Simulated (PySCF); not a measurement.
Be(NMe2)(SiH3), SMILES C[N](C)[Be][SiH3] (C2H9BeNSi), PBE0/def2-SVP optimised geometry. Atoms within 1.6 Å of the plane z = 0.0 Å (x, y, z in Å): Si11 (-0.54, -0.72, 0.00), H12 (0.96, -0.72, 0.00), H13 (-0.96, -1.28, 1.33), H14 (-0.96, 0.72, 0.00).

Computed with PBE0/def2-TZVP in PySCF. Cells within 0.4 Å of a nucleus heavier than hydrogen are left out (blank, or x).

Map of the LUMO amplitude (bohr^(-3/2)) on the plane z = 0.0 Å; orbital energy -0.77 eV, overall sign arbitrary:

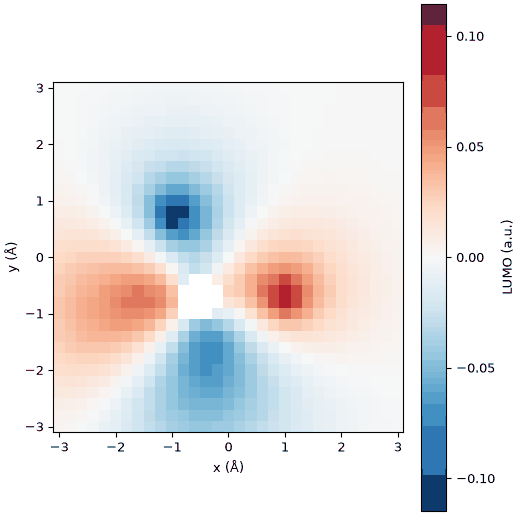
*LUMO amplitude (bohr^(-3/2)) on the plane z = 0.0 Å.*
